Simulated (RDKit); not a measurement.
**Property calculation of SiH4S2O**

SiH4S2O, computed with EHT (RDKit 2026.09.1).

The geometry comes from this level: PBE0-D4/def2-TZVP.

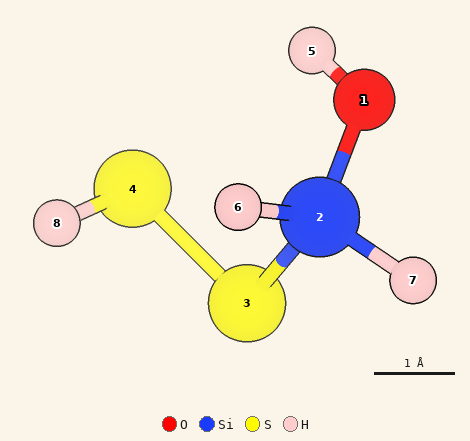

Figure 1. The structure as given in the input (ball-and-stick view, seen at a tilt; atoms are numbered from 1 in the order of the input). Bond lengths as drawn: H–O 0.96 Å, H–S 1.35 Å, H–Si 1.48 Å, O–Si 1.64 Å, S–S 2.07 Å and S–Si 2.15 Å.

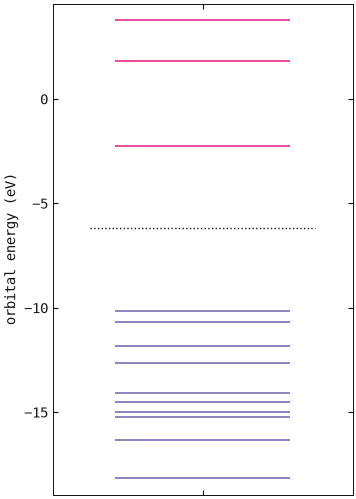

Figure 2. Orbital energies near the frontier; the dotted line parts filled from empty levels, and levels within 0.02 eV of each other stand side by side. Highest filled −10.16 eV, lowest empty −2.23 eV, 7.93 eV apart.

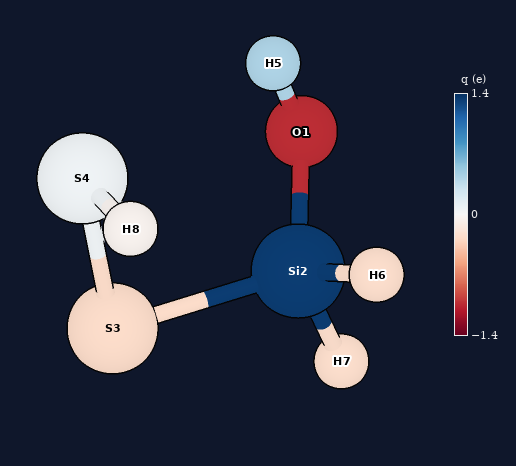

Figure 3. Mulliken charges, as the colour of each atom (ball-and-stick view, seen at a tilt; atoms are numbered from 1 in the order of the input). By element: O −1.03, Si +1.33, S −0.25 to +0.06 and H −0.25 to +0.43 e.

The input that produced these results follows, with the program's output.

## Input file (job.py)
```python
# eht eht with RDKit
import json
import numpy as np
from rdkit import Chem
from rdkit.Chem import AllChem
from rdkit.Chem import rdDetermineBonds
from rdkit.Chem import rdEHTTools

m = Chem.MolFromXYZFile("mol.xyz")
symbols = [a.GetSymbol() for a in m.GetAtoms()]
start = m.GetConformer().GetPositions().copy()

ok, res = rdEHTTools.RunMol(m, keepOverlapAndHamiltonianMatrices=True)
if not ok:
    raise RuntimeError("the extended Hueckel run failed")
eps = np.array(res.GetOrbitalEnergies())
nel = res.numElectrons
homo = (nel + 1) // 2 - 1
print(f"{res.numOrbitals} orbitals, {nel} valence electrons, sum of one-electron energies {res.totalEnergy:.4f} eV")
for i in range(max(0, homo - 3), min(len(eps), homo + 4)):
    print(f"{i + 1:4d} {eps[i]:10.4f} eV", "(HOMO)" if i == homo else "(LUMO)" if i == homo + 1 else "")
q = np.array(res.GetAtomicCharges())
print("Mulliken charges:", " ".join(f"{a}{i + 1}={c:+.3f}" for i, (a, c) in enumerate(zip(symbols, q))))
op = res.GetReducedOverlapPopulationMatrix()
pairs = [(k, i, op[i * (i + 1) // 2 + k]) for i in range(len(symbols)) for k in range(i) if abs(op[i * (i + 1) // 2 + k]) > 0.1]
print("reduced overlap populations above 0.1")
for k, i, p in pairs:
    print(f"  {symbols[k]}{k + 1}-{symbols[i]}{i + 1} {p:7.3f}")
json.dump(dict(symbols=symbols, start=start.tolist(), energy=res.totalEnergy * 23.060548, homo=eps[homo], lumo=eps[homo + 1] if homo + 1 < len(eps) else None, orbital_energies=eps.round(4).tolist(), charges_mulliken=q.tolist(), bond_orders=[[k + 1, i + 1, round(p, 4)] for k, i, p in pairs], nel=nel), open("results.json", "w"))
```

## File mol.xyz
```
8

O      0.267700     1.142800    -1.342000
Si     0.928500     0.284000    -0.115400
S      0.155000    -1.713700     0.018200
S     -1.811500    -1.128300     0.276200
H     -0.681500     1.279900    -1.299000
H      0.669200     0.936800     1.192300
H      2.374700     0.159000    -0.404700
H     -1.810000    -1.017500     1.618400
```

Run as:
```bash
python job.py
```

## The program's output
```
!!! Warning !!! Distance between atoms 5 and 1 (0.960014 A) is suspicious.
20 orbitals, 26 valence electrons, sum of one-electron energies -432.3329 eV
  10   -12.6301 eV
  11   -11.8273 eV
  12   -10.6641 eV
  13   -10.1589 eV (HOMO)
  14    -2.2350 eV (LUMO)
  15     1.8069 eV
  16     3.7740 eV
Mulliken charges: O1=-1.031 Si2=+1.332 S3=-0.253 S4=+0.056 H5=+0.428 H6=-0.242 H7=-0.246 H8=-0.045
reduced overlap populations above 0.1
  O1-Si2   0.475
  Si2-S3   0.735
  S3-S4   0.531
  O1-H5   0.612
  Si2-H6   0.722
  Si2-H7   0.729
  S4-H8   0.719
```

## Key numbers

| quantity | value |
| --- | --- |
| outcome | converged |
| total energy | −15.887941 hartree |
| HOMO | −10.16 eV |
| LUMO | −2.24 eV |
| hardware | 1 thread of Arm Neoverse V1, 24 GiB of memory available, shared host |
| peak memory | 0.073 GiB |
